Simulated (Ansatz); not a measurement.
The figure comes from a scan of HfO$_{2}$ (fluorite): a phonon pattern at X = (0.5, 0.5, 0.0) is frozen into a 6-atom cell, Q being the largest atomic displacement. Calculation: PBE (plane waves to 420 eV, PAW, scalar-relativistic; Ansatz, a quantum-chemistry and plane-wave program). k mesh 11×11×11 (Γ-centred), Fermi-Dirac smearing 0.05 eV. Energies are smeared free energies. HfO2 is run without spin polarisation. HfO2 was relaxed with its symmetry unable to fall. Spin-orbit coupling is left out, though Hf is heavy. This is a high-temperature form of HfO2. ΔE is measured from the undisplaced structure.

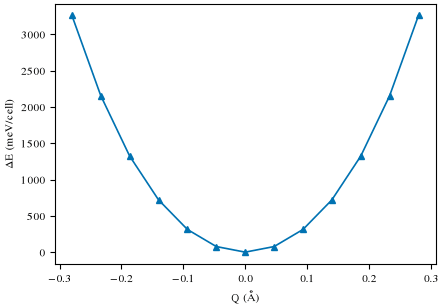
Figure: ΔE (meV/cell) against Q (Å); markers are the computed points, lines only join them.

Problem. Turn the plot into a table (rounded to what can be read).

Solution. To the nearest 50:

```json
[
 {"Q (Å)": "-0.280", "ΔE (meV/cell)": "3250"},
 {"Q (Å)": "-0.233", "ΔE (meV/cell)": "2150"},
 {"Q (Å)": "-0.187", "ΔE (meV/cell)": "1300"},
 {"Q (Å)": "-0.140", "ΔE (meV/cell)": "700"},
 {"Q (Å)": "-0.093", "ΔE (meV/cell)": "300"},
 {"Q (Å)": "-0.047", "ΔE (meV/cell)": "100"},
 {"Q (Å)": "0.000", "ΔE (meV/cell)": "0"},
 {"Q (Å)": "0.047", "ΔE (meV/cell)": "100"},
 {"Q (Å)": "0.093", "ΔE (meV/cell)": "300"},
 {"Q (Å)": "0.140", "ΔE (meV/cell)": "700"},
 {"Q (Å)": "0.187", "ΔE (meV/cell)": "1300"},
 {"Q (Å)": "0.233", "ΔE (meV/cell)": "2150"},
 {"Q (Å)": "0.280", "ΔE (meV/cell)": "3250"}
]
```

(A displaced cell: forces are minus the slopes of the energy, force constants its curvatures, and phonons follow from these.)
